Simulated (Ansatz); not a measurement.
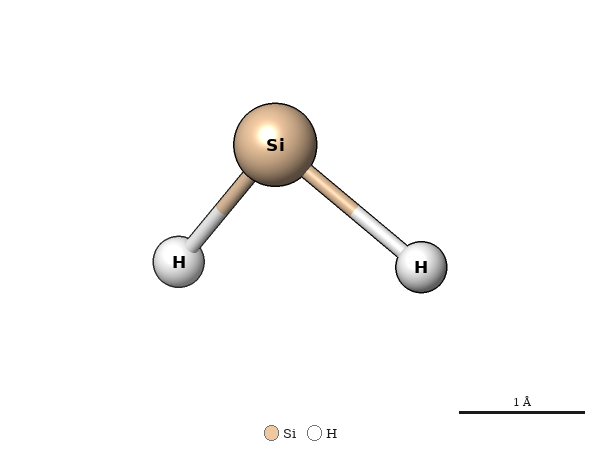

The picture shows a molecular structure as a ball-and-stick model. Every bond is drawn as one stick, whatever its order.

Describe the molecule.

The molecule is SiH₂. This geometry has C2v symmetry. Coordination: 1 Si bent.

The parts below concern this one geometry. Atoms keep their numbers from picture to picture. The computed structure is the end point of a PBE0-D4/def2-TZVP optimisation.

Shape

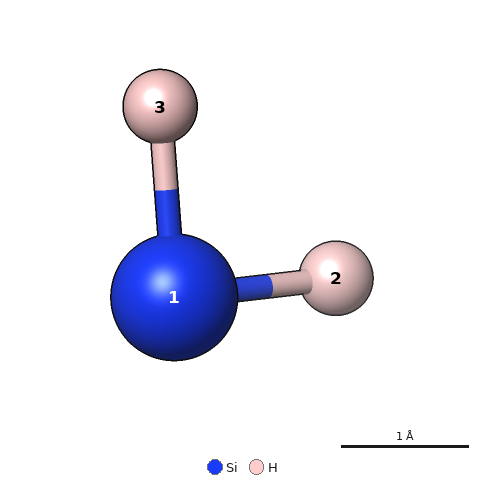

Numbered structure.

List the bonds and their lengths.

```json
{"bond": "Si1–H2", "length (Å)": "1.526"}
{"bond": "Si1–H3", "length (Å)": "1.526"}
```

Charges

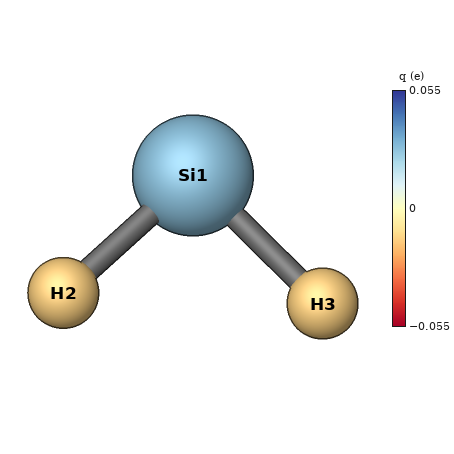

Atoms are coloured by their Mulliken charges. Properties computed with RKS PBE0-D4/def2-TZVP (Ansatz 0.2.0).

List the Mulliken charges.

| atom | value (e) |
| --- | --- |
| Si1 | 0.03 |
| H2 | −0.01 |
| H3 | −0.01 |

Vibrations

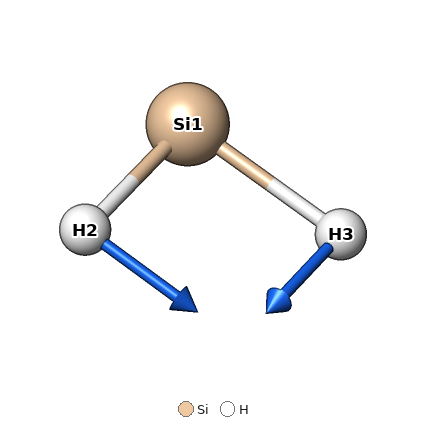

The arrows show one normal mode. Harmonic vibrations computed with RKS PBE0-D4/def2-TZVP (Ansatz 0.2.0) at a stationary point of the same level.

What kind of motion is it?

Mostly H–Si–H bending.

At what wavenumber does it lie?

1011 cm⁻¹; it is mode 1 of 3 counted from the lowest.

Electronic properties

Method: RKS PBE0-D4/def2-TZVPP (Ansatz 0.2.0).

What does the calculation give?

- HOMO energy (Kohn–Sham orbital): −6.87 eV
- LUMO energy (Kohn–Sham orbital): −3.10 eV
- HOMO–LUMO gap: 3.77 eV

Mulliken values depend strongly on the basis set and can even reverse the polarity of a bond.
